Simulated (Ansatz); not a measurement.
CH₇AsSeSi: several calculations on one system

## 1. Relaxation

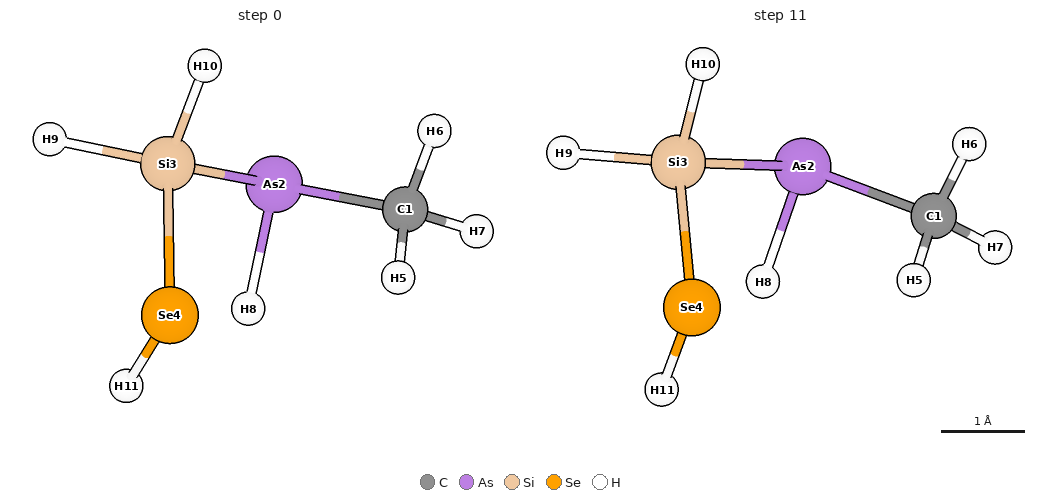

The structure of CH7AsSeSi before (left) and after (right) a relaxation, at one scale.

The picture is a ball-and-stick view, seen at a tilt.

The run prepares an end point of a later path (torsion) calculation, from a guessed geometry.

These are results of RKS PBE0-D4/def2-SVP in Ansatz, not measurements.

The input:
```yaml
crystal:
  periodic: [false, false, false]
  atoms:
    - { symbol: C, position_ang: [-1.1529, 1.1471, -0.4781] }
    - { symbol: As, position_ang: [-1.0053, 0.0843, 1.1294] }
    - { symbol: Si, position_ang: [1.2285, -0.2976, 0.7452] }
    - { symbol: Se, position_ang: [1.6381, -1.3322, -1.2507] }
    - { symbol: H, position_ang: [-0.8291, 0.6352, -1.3969] }
    - { symbol: H, position_ang: [-0.6282, 2.1501, -0.3712] }
    - { symbol: H, position_ang: [-2.2473, 1.4355, -0.6319] }
    - { symbol: H, position_ang: [-1.3903, -1.2019, 0.3775] }
    - { symbol: H, position_ang: [1.7885, -1.1441, 1.8713] }
    - { symbol: H, position_ang: [1.9864, 0.9825, 0.7894] }
    - { symbol: H, position_ang: [0.677, -2.516, -0.7635] }
basis:
  gaussian: { orbitals: def2-SVP }
hamiltonian:
  xc: pbe0
  dispersion: d4
relax:
  f_tol: 0.015
  max_steps: 40
```

Launched with:
```bash
ansatz run input.yaml --threads 2 --pin off --max-ram 3072MiB --backend cpu --events-out ev --progress --plain --runs-dir out
```

What changed between the two?

Answer. Over 10 accepted moves (11 points after the start) the energy falls by 34.4 kJ/mol. The largest force component goes from 2.1 to 0.013 eV/Å. The line search rejected the trial step at point 5 of the run. The largest move after the best rigid fit is that of H8, 0.45 Å. Largest moves by element: H 0.45 Å, As 0.24 Å, C 0.13 Å, Se 0.13 Å, Si 0.12 Å. Near-neighbour distances that change, for instance: Se4–H11 1.601 → 1.472 Å, As2–Si3 2.299 → 2.367 Å, C1–As2 1.933 → 1.974 Å, C1–H6 1.137 → 1.099 Å. Bond angles that change, for instance: Se4–Si3–H10 108.9° → 103.3°, C1–As2–Si3 91.5° → 97.1°, Si3–Se4–H11 87.8° → 93.2°.

## 2. Relaxation

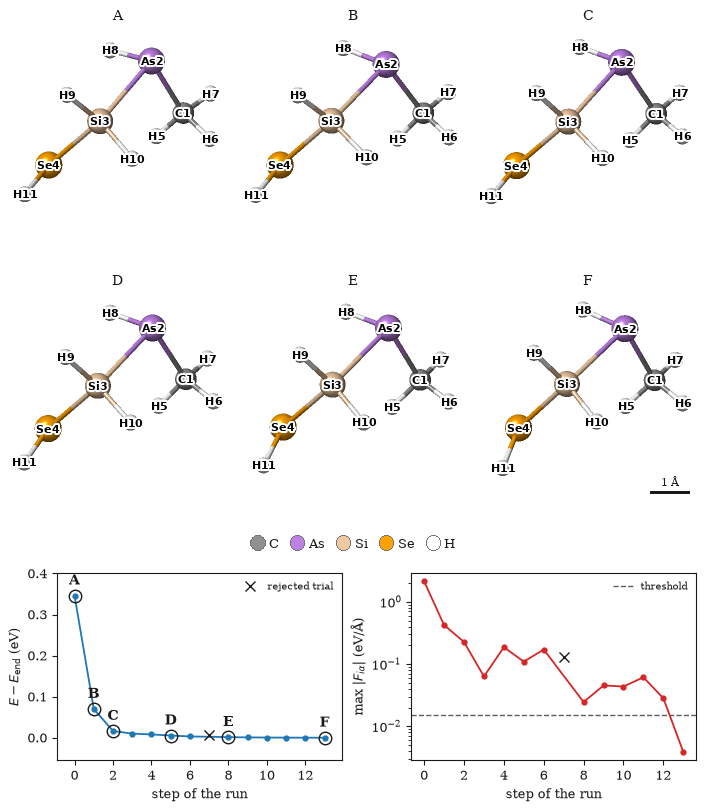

Frames of a relaxation of CH₇AsSeSi, marked on the history of the run. The picture is a ball-and-stick view, seen from a free direction.

The run prepares an end point of a later path (torsion) calculation, from a guessed geometry.

All numbers below come from Ansatz 0.2.0, RKS PBE0-D4/def2-SVP.

Input
```yaml
crystal:
  periodic: [false, false, false]
  atoms:
    - { symbol: C, position_ang: [-1.1529, 1.1471, -0.4781] }
    - { symbol: As, position_ang: [-1.0053, 0.0843, 1.1294] }
    - { symbol: Si, position_ang: [1.2285, -0.2976, 0.7452] }
    - { symbol: Se, position_ang: [1.6381, -1.3322, -1.2507] }
    - { symbol: H, position_ang: [-0.8291, 0.6352, -1.3969] }
    - { symbol: H, position_ang: [-0.6282, 2.1501, -0.3712] }
    - { symbol: H, position_ang: [-2.2473, 1.4355, -0.6319] }
    - { symbol: H, position_ang: [-1.3903, -1.2019, 0.3775] }
    - { symbol: H, position_ang: [1.7885, -1.1441, 1.8713] }
    - { symbol: H, position_ang: [1.9864, 0.9825, 0.7894] }
    - { symbol: H, position_ang: [3.1885, -1.34966, -0.85267] }
basis:
  gaussian: { orbitals: def2-SVP }
hamiltonian:
  xc: pbe0
  dispersion: d4
relax:
  f_tol: 0.015
  max_steps: 40
```

Run as
```bash
ansatz run input.yaml --threads 2 --pin off --max-ram 3072MiB --backend cpu --events-out ev --progress --plain --runs-dir out
```

What happens along the run?

Answer. After 12 accepted moves (13 points after the start) the energy has fallen by 0.346 eV. The largest force component goes from 2.1 to 0.0039 eV/Å. The line search rejected the trial step at point 7 of the run. H11 moves most after the best rigid fit: 0.41 Å. By element the largest moves are H 0.41 Å, Si 0.16 Å, As 0.12 Å, C 0.11 Å, Se 0.07 Å. Some distances before and after: Se4–H11 1.601 → 1.472 Å, As2–Si3 2.299 → 2.364 Å, C1–As2 1.933 → 1.977 Å, C1–H6 1.137 → 1.099 Å. Among the angles between lasting bonds that change: Si3–Se4–H11 87.8° → 94.1°, C1–As2–Si3 91.5° → 97.3°, H6–C1–H7 103.4° → 108.4°. Groups turn about Si3–Se4 by about 20°. The run took 81 s on 2 threads of Arm Neoverse V1 (shared host), peak memory 0.38 GiB. From step 0 to 1: H5 moves most (0.19 Å), energy −0.276 eV. From step 1 to 2: H9 moves most (0.13 Å), energy −0.054 eV. From step 2 to 5: H11 moves most (0.10 Å), energy −0.011 eV. From step 5 to 8: H11 moves most (0.15 Å), energy −0.004 eV. From step 8 to 13: H11 moves most (0.13 Å), energy −0.001 eV.

```tsv
step	E − E(0), eV	largest force component, eV/Å	note
0	0.0000	2.1317	
1	-0.2763	0.4234	
2	-0.3299	0.2264	
3	-0.3363	0.0631	
4	-0.3383	0.1862	
5	-0.3410	0.1093	
6	-0.3432	0.1709	
7	-0.3407	0.1310	rejected
8	-0.3449	0.0245	
9	-0.3455	0.0452	
10	-0.3459	0.0435	
11	-0.3460	0.0611	
12	-0.3462	0.0282	
13	-0.3463	0.0039
```

## 3. Path

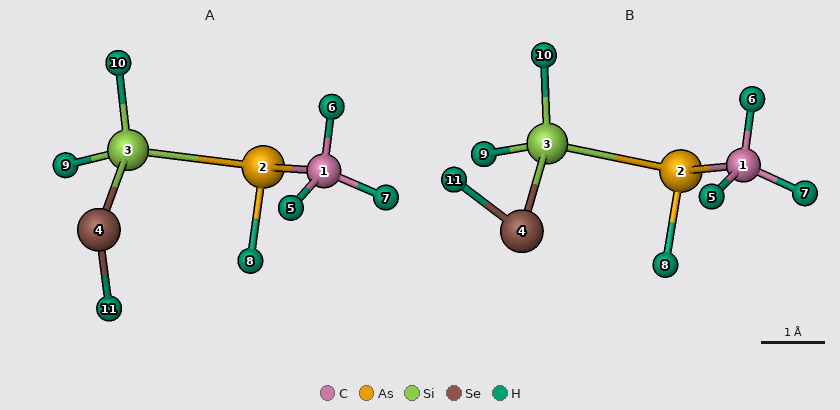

The two relaxed end points of a path for CH₇AsSeSi. The picture is a ball-and-stick view, seen at a tilt.

Level of theory: RKS PBE0-D4/def2-SVP in Ansatz.

Settings: 7 movable images; climbing image; force threshold 0.05 eV/Å; iteration limit 43.

Start:
```xyz
11

C    -1.2415    1.1628   -0.5721
As   -0.9564    0.3131    1.1869
Si    1.2812   -0.3689    0.8232
Se    1.7245   -1.2336   -1.2559
H    -0.8052    0.5787   -1.3943
H    -0.7829    2.1618   -0.5516
H    -2.3228    1.2806   -0.7299
H    -1.4781   -1.0690    0.7958
H     1.6655   -1.3397    1.8926
H     2.1808    0.8216    0.8984
H     0.8004   -2.3645   -1.0726
```

End:
```xyz
11

C    -1.2943    1.2261   -0.5416
As   -0.9880    0.4476    1.2497
Si    1.1092   -0.5433    0.7930
Se    0.9634   -1.8190   -1.1101
H    -1.0270    0.5453   -1.3606
H    -0.6930    2.1427   -0.6228
H    -2.3559    1.4997   -0.6197
H    -1.7191   -0.8694    0.9972
H     1.5226   -1.3648    1.9712
H     2.1283    0.5321    0.5895
H     2.4194   -1.8541   -1.3253
```

> What barrier does the band find between them, and by what path?

The highest point, image 4, lies 0.077 eV above the start and 0.033 eV above the end; the end is at +0.043 eV relative to the start. The motion is a rotation about the Si3–Se4 bond by about 135°. No bond forms or breaks between the ends. Bond angles that change up to the highest image, for instance: Se4–Si3–H10 103.3° → 110.0°, As2–Si3–Se4 115.5° → 112.1°. The band converged in 13 iterations, with a climbing image at the top. At the top, the vibrational analysis gives one imaginary mode (139i cm⁻¹), as a transition state must have.

Energies of the converged images:

| image | path (Å) | E (eV) |
| --- | --- | --- |
| 0 | 0.00 | 0.000 |
| 1 | 0.41 | 0.008 |
| 2 | 0.81 | 0.032 |
| 3 | 1.22 | 0.063 |
| 4 | 1.64 | 0.077 |
| 5 | 1.96 | 0.071 |
| 6 | 2.28 | 0.058 |
| 7 | 2.59 | 0.047 |
| 8 | 2.91 | 0.043 |

The geometry at the top of the path:

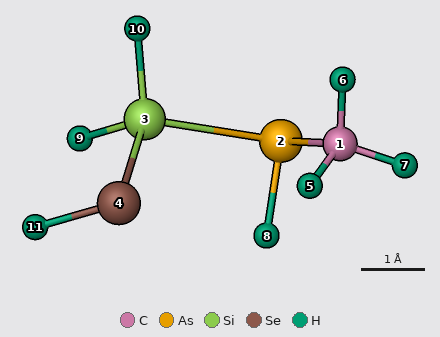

Cost: 7.3 min on 2 threads of Arm Neoverse V1 (shared host), peak memory 0.38 GiB.
